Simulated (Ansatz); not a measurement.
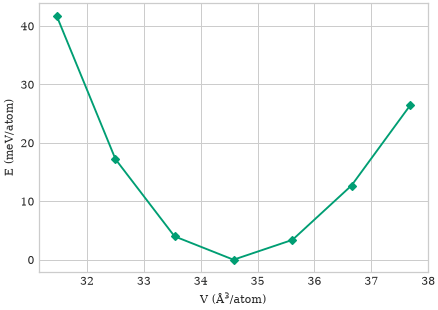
Figure. Bi (A7 (α-As type), R-3m) under volume change, PBE+D3(BJ) in the plane-wave PAW code Ansatz, shape and atoms relaxed at each volume.

Q: What does a third-order Birch–Murnaghan fit give for V₀, B₀ and B′?

A: V₀ = 34.58 Å³/atom, B₀ = 37.6 GPa, B′ = 6.6.

Symmetry was held in the PBE+D3(BJ) relaxation. The pairwise dispersion correction was not fitted to metals. Spin–orbit coupling is left out wherever it is not named.

Potentials: the later of the program's two PAW sets.
